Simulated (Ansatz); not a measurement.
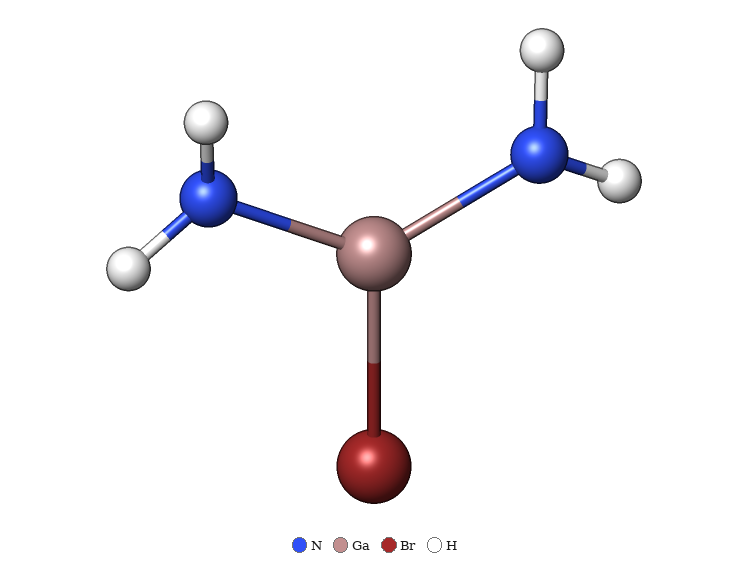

Harmonic vibrations computed with RKS PBE0-D4/def2-TZVP (Ansatz 0.2.0) at a stationary point of the same level.

How many imaginary frequencies does it have?

Answer. A minimum: no imaginary frequency, and the lowest mode lies at 124 cm⁻¹.

List the wavenumbers.

Answer. 18 modes: 124, 158, 168, 249, 259, 297, 299, 357, 690, 734, 752, 807, 1555, 1565, 3611, 3612, 3717, 3717 cm⁻¹.
